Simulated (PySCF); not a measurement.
## A study: C₃H₁₀Si, SMILES `C[SiH](C)C`

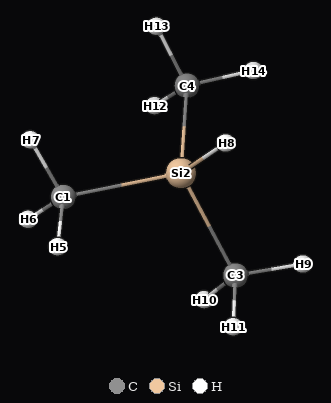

The molecule, with its atoms numbered as below. No frequency check shows the geometry to be a minimum.

Cartesian coordinates (Å):

```
C1      -1.7164   -0.5252   -0.2334
Si2     -0.0001   -0.0001    0.4001
C3       1.3130   -1.2238   -0.2331
C4       0.4033    1.7490   -0.2331
H5      -1.9769   -1.5209    0.1128
H6      -1.7548   -0.5357   -1.3192
H7      -2.4894    0.1541    0.1130
H8      -0.0006   -0.0003    1.8754
H9       2.3055   -0.9517    0.1131
H10      1.3432   -1.2501   -1.3190
H11      1.1112   -2.2330    0.1130
H12      0.4135    1.7877   -1.3189
H13     -0.3286    2.4724    0.1132
H14      1.3781    2.0788    0.1134
```

## 1. Bonding charge

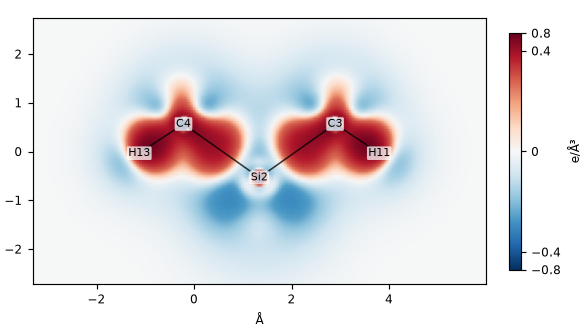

Deformation density (molecule less spherical, spin-averaged free atoms) in the plane of Si2, C3, C4, H11 and H13; colour scale in e/Å³, logarithmic beyond ±0.1; red: gain, blue: loss.

Computed with PySCF, HF/def2-SVP, geometry: GFN2-xTB.

> Describe the bonding that the map shows.

C3–H11 and C4–H13: +0.64 e/Å³ at the bond critical point (bond length 1.09 Å, Mayer order 1.0). Si2–C3 and Si2–C4: +0.17 e/Å³ at the bond critical point (bond length 1.90 Å, Mayer order 1.0). In all, 2.9 electrons gather in the regions of gain relative to the promolecule.

> Where do the Hirshfeld charges lie?

The highest Hirshfeld charge is on Si2 (+0.42 e), the lowest on C1, C3 and C4 (−0.22 e).

## 2. Local ionisation energy

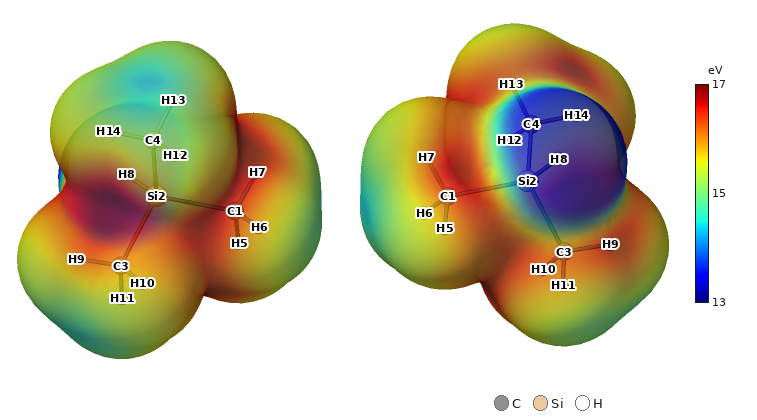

Average local ionisation energy on the surface of electron density 0.001 a.u. (back view left, front view right).

> Locate the minima of the map.

The lowest value is 13.2 eV, 1.5 Å from H8. Further minima include 14.3 eV, near H6 (1.84 Å), H7 (1.86 Å), H5 (1.89 Å) and C1 (1.96 Å), and at like points elsewhere. For comparison, the highest occupied orbital lies at −11.7 eV.

> What volume does the surface enclose, and what is the dipole moment?

About 129 Å³; the dipole moment is 0.4 D.

## 3. In an electric field

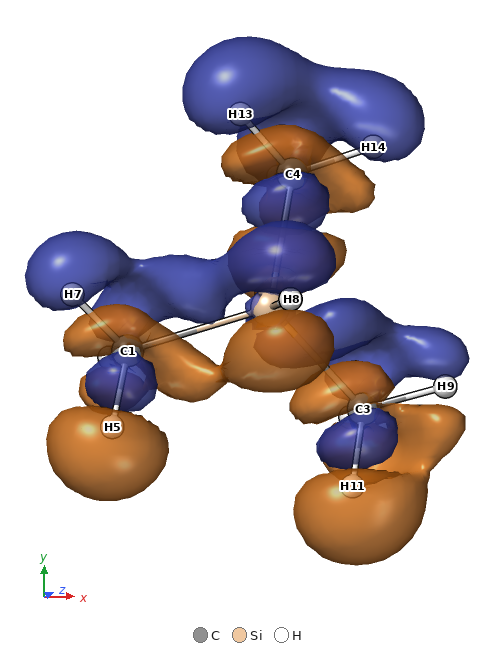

Change of the electron density in a uniform field of 0.51 V/Å, surfaces at ±0.004 e/Å³ (orange: gain, blue: loss).

Computed with PySCF, BP86/def2-SVPD, geometry: GFN2-xTB.

The field was applied in both directions; the picture shows the one opposite to the script's first.

> Along which Cartesian direction does the field point?

Along +y: electrons gather on the −y side, against the field.

> What dipole is induced, and what polarisability does it imply?

The induced dipole is 1.82 D (along the field); α along this axis, from the fields in both directions, is 72 bohr³ (10.6 Å³).

## 4. Localised orbitals

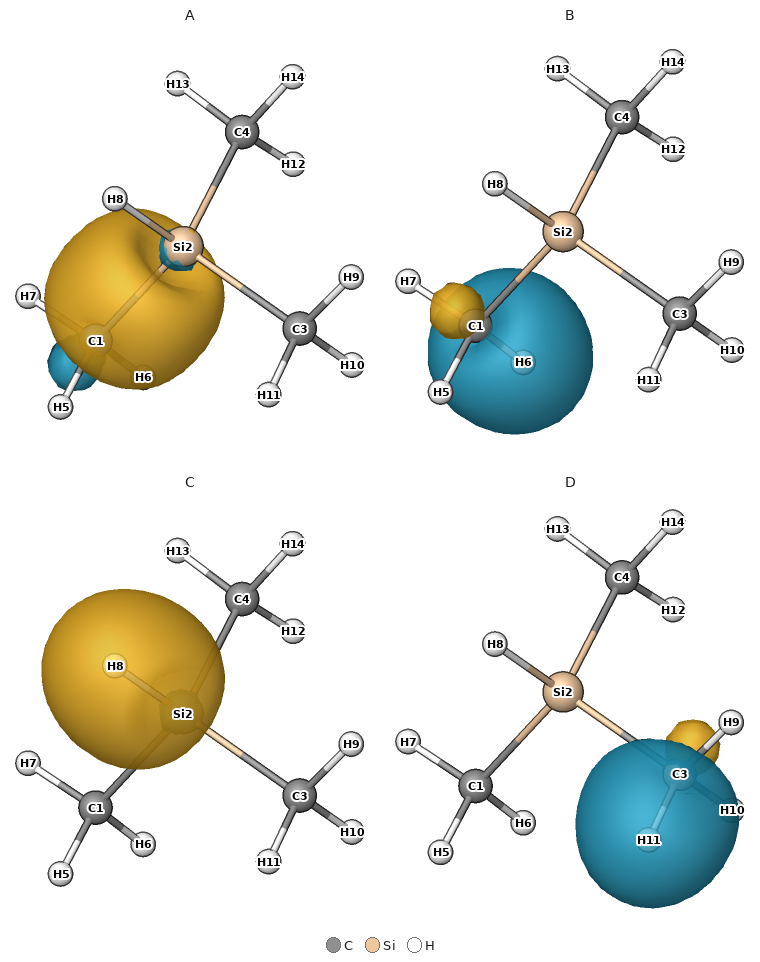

Pipek–Mezey orbitals, occupied; each surface holds about 80 % of the orbital's density. Energies are diagonal elements of the Fock matrix.

Level of theory: TPSS/def2-SVP (PySCF), at a geometry from GFN2-xTB.

> What does each orbital represent in a Lewis picture?

By panel:
- A: σ bond C1–Si2 (C1 62 %, Si2 37 %; −10.1 eV)
- B: σ bond C1–H6 (C1 55 %, H6 45 %; −11.6 eV)
- C: σ bond H8–Si2 (H8 56 %, Si2 44 %; −9.6 eV)
- D: σ bond C3–H11 (C3 55 %, H11 45 %; −11.6 eV)

> How do all the valence pairs divide up?

13 pairs: 13 σ bonds.

The PySCF runs shown took 1.1 s, 32 s and 13 s on 1 thread of AMD EPYC 9R45 96-Core Processor (Zen 5), on a shared host.
